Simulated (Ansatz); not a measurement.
Cl3HHfO

Input file:

```
crystal:
  periodic: [false, false, false]
  atoms:
    - { symbol: Hf, position_ang: [0.0, 0.0, 0.0] }
    - { symbol: O, position_ang: [0.0, 0.0, 2.07] }
    - { symbol: H, position_ang: [-0.9095, -0.2814, 2.4071] }
    - { symbol: Cl, position_ang: [2.3764, 0.0, -0.8392] }
    - { symbol: Cl, position_ang: [-1.1869, 2.0563, -0.8392] }
    - { symbol: Cl, position_ang: [-1.1869, -2.0563, -0.8392] }
basis:
  gaussian: { orbitals: def2-SVP }
hamiltonian:
  xc: hf
relax:
  f_tol: 0.02
  max_steps: 40
output:
  orbitals: {}
```

Command:

```sh
ansatz run input.yaml --threads 1 --pin off --max-ram 2048MiB --backend cpu --events-out ev --progress --plain --runs-dir out
```

The fields are those of the run's last geometry, not of the input's.

Core potentials replace the inner electrons of Hf.

These are results of RHF/def2-SVP in Ansatz 0.2.0, not measurements.

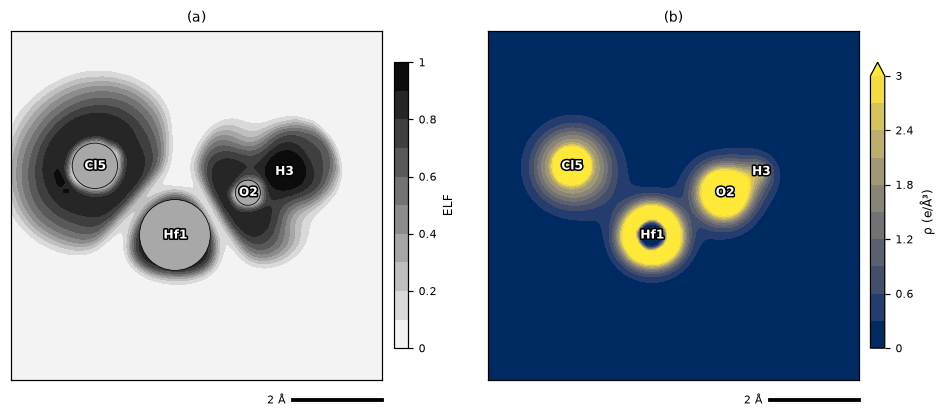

Figure 1. (a) ELF; (b) electron density on the plane of atoms O2, Hf1 and Cl5. Grey discs cover the atomic cores in the ELF map.

### What does the map show?

The plane passes through Hf, O, H and Cl nuclei. Hf–O (1.89 Å): ρ at the midpoint is about 0.88 e/Å³; the ELF peaks at about 0.85 in the valence shell of O, 0.5 Å from its nucleus, and drops to about 0.15 between the two atoms. Hf–Cl (2.37 Å): ρ is about 0.55 e/Å³ halfway; the ELF peaks at about 0.85 in the valence shell of Cl, 0.8 Å from its nucleus, and is about 0.35 at the midpoint. O–H (0.94 Å): ρ at the midpoint is about 3.9 e/Å³; the ELF climbs to about 1 towards the hydrogen, as it does in any bond to H; an ordinary covalent bond to hydrogen.

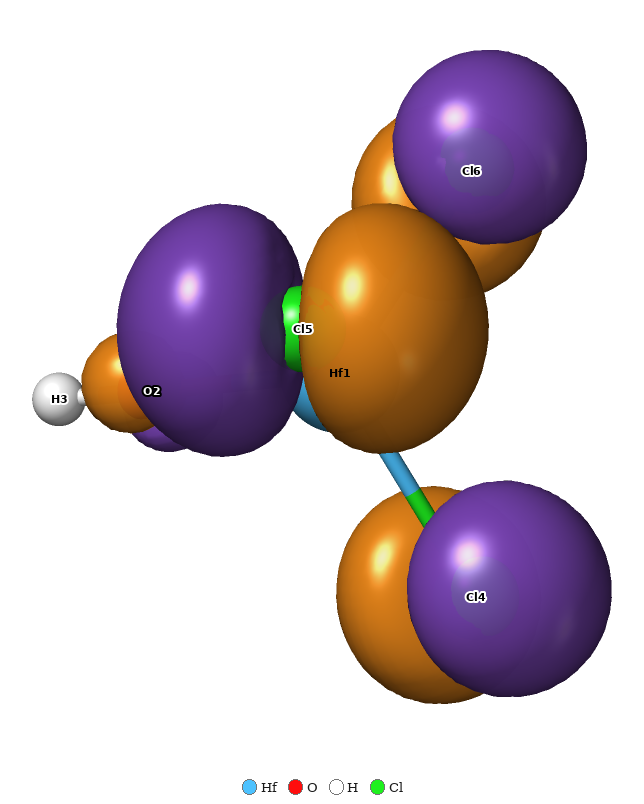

Figure 2. The HOMO−1 at ±0.1 Å⁻³ᐟ² (orange and purple are the two phases), seen at a tilt.

### Describe this orbital and give its energy.

It lies mainly on Cl5 (about 50 %), Cl4 (about 20 %) and Cl6 (about 20 %); largely a combination of lone pairs on Cl5, Cl4 and Cl6. It is one of a degenerate set, so its orientation is arbitrary. Its energy is −12.78 eV.
